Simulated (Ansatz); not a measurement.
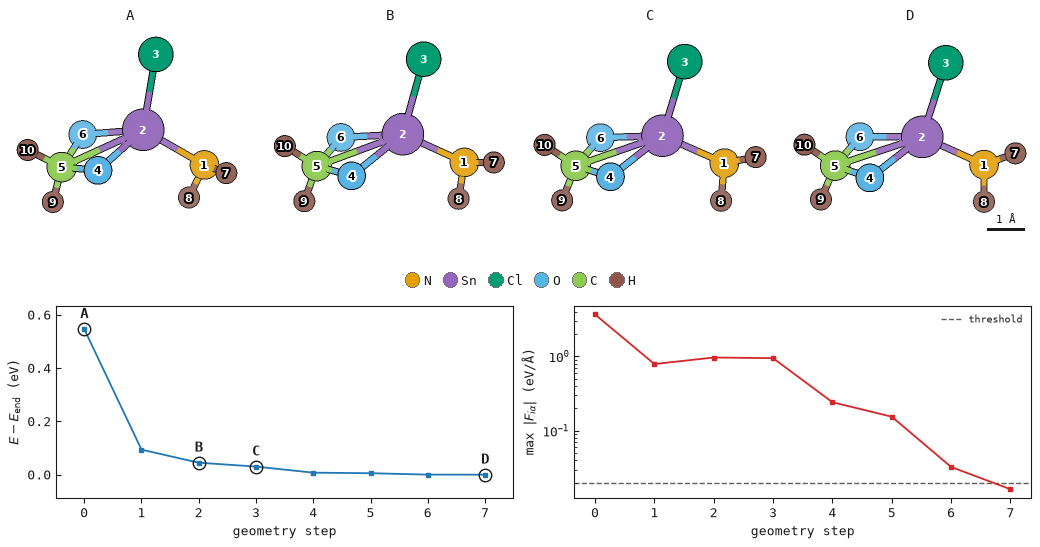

Frames of a relaxation of CH4ClNO2Sn, marked on the history of the run. Style: ball-and-stick. Shown at a tilt.

The run prepares an end point of a later path (hydrogen shift) calculation, from a guessed geometry.

Computed with RKS B3LYP/def2-SVP (Ansatz).

The input:
```yaml
crystal:
  periodic: [false, false, false]
  atoms:
    - { symbol: "N", position_ang: [0.989, -1.9859, -0.6664] }
    - { symbol: Sn, position_ang: [0.8186, -0.123, 0.2773] }
    - { symbol: Cl, position_ang: [2.5733, 0.5504, 1.6478] }
    - { symbol: O, position_ang: [-0.8892, 0.3117, 0.9442] }
    - { symbol: C, position_ang: [-1.1614, 1.2825, -0.0634] }
    - { symbol: O, position_ang: [0.027, 1.3075, -0.8134] }
    - { symbol: H, position_ang: [0.9857, -2.6682, 0.0729] }
    - { symbol: H, position_ang: [0.0809, -2.0475, -1.2033] }
    - { symbol: H, position_ang: [-2.0264, 1.0374, -0.6431] }
    - { symbol: H, position_ang: [-1.3145, 2.284, 0.4504] }
basis:
  gaussian: { orbitals: def2-SVP }
hamiltonian:
  xc: b3lyp
relax:
  f_tol: 0.02
  max_steps: 50
```

Run as
```bash
ansatz run input.yaml --threads 2 --pin off --max-ram 3072MiB --backend cpu --events-out ev --progress --plain --runs-dir out
```

### What happens along the run?

The largest move after the best rigid fit is that of H7, 0.66 Å. Largest moves by element: H 0.66 Å, Cl 0.36 Å, O 0.30 Å, Sn 0.20 Å, C 0.18 Å, N 0.03 Å. Near-neighbour distances that change, for instance: Sn2–O4 1.884 → 2.025 Å, N1–Sn2 2.095 → 2.014 Å, Sn2–C5 2.452 → 2.507 Å, Sn2–O6 1.965 → 2.017 Å. Bond angles that change, for instance: Sn2–N1–H8 102.2° → 114.2°, N1–Sn2–Cl3 117.5° → 105.4°, N1–Sn2–C5 120.8° → 131.2°. Groups turn about N1–Sn2 by about 35°. The energy falls by 0.547 eV in 7 geometry steps. The largest force component goes from 3.6 to 0.016 eV/Å. The run took 52 s on 2 threads of Intel(R) Xeon(R) Platinum 8375C CPU @ 2.90GHz (Ice Lake) (shared host), peak memory 0.34 GiB. From step 0 to 2: H7 moves most (0.37 Å), energy −0.502 eV. From step 2 to 3: H7 moves most (0.18 Å), energy −0.015 eV. From step 3 to 7: H7 moves most (0.13 Å), energy −0.030 eV.

```csv
step,"E − E(0), eV","largest force component, eV/Å"
0,0.0000,3.6491
1,-0.4527,0.7889
2,-0.5017,0.9650
3,-0.5163,0.9454
4,-0.5391,0.2423
5,-0.5412,0.1548
6,-0.5464,0.0327
7,-0.5466,0.0165
```
